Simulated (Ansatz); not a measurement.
# BH6NSeSi: the cost of one run

Program: Ansatz 0.2.0. Level of theory: RKS B3LYP-D4/def2-SVP. These are calculated values, not measurements.

## (1) The system as given

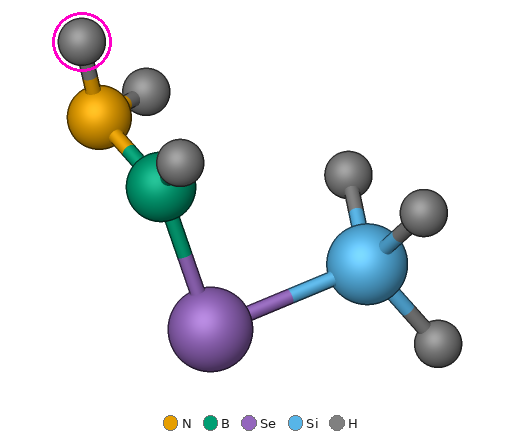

Start, viewed from a free direction; nitrogen amber, boron teal, selenium purple, silicon blue, hydrogen grey. Ringed: H5.

As a file:

```xyz
10

N    -0.4102    1.8280   -0.7890
B     0.0979    0.5271   -1.2448
Se    1.7167   -0.2125   -0.3746
Si    0.5385   -1.3076    1.1627
H    -1.3216    2.0404   -1.3775
H    -0.7570    1.7808    0.1930
H    -0.3920   -0.0740   -2.1112
H    -0.4005   -2.2286    0.4622
H    -0.3237   -0.3309    1.9786
H     1.3351   -2.0739    2.1035
```

## (2) Relaxing end A

The input, input.yaml:

```yaml
crystal:
  periodic: [false, false, false]
  atoms:
    - { symbol: "N", position_ang: [-0.4102, 1.828, -0.789] }
    - { symbol: B, position_ang: [0.0979, 0.5271, -1.2448] }
    - { symbol: Se, position_ang: [1.7167, -0.2125, -0.3746] }
    - { symbol: Si, position_ang: [0.5385, -1.3076, 1.1627] }
    - { symbol: H, position_ang: [-1.3216, 2.0404, -1.3775] }
    - { symbol: H, position_ang: [-0.757, 1.7808, 0.193] }
    - { symbol: H, position_ang: [-0.392, -0.074, -2.1112] }
    - { symbol: H, position_ang: [-0.4005, -2.2286, 0.4622] }
    - { symbol: H, position_ang: [-0.3237, -0.3309, 1.9786] }
    - { symbol: H, position_ang: [1.3351, -2.0739, 2.1035] }
basis:
  gaussian: { orbitals: def2-SVP }
hamiltonian:
  xc: b3lyp
  dispersion: d4
relax:
  f_tol: 0.02
  max_steps: 50
```

The run is started by

```
ansatz run input.yaml --threads 2 --pin off --max-ram 3072MiB --backend cpu --events-out ev --progress --plain --runs-dir out
```

What time and memory should one allow on 2 threads of Arm Neoverse V2, shared host?

About 63 s, with a peak of 0.25 GiB.
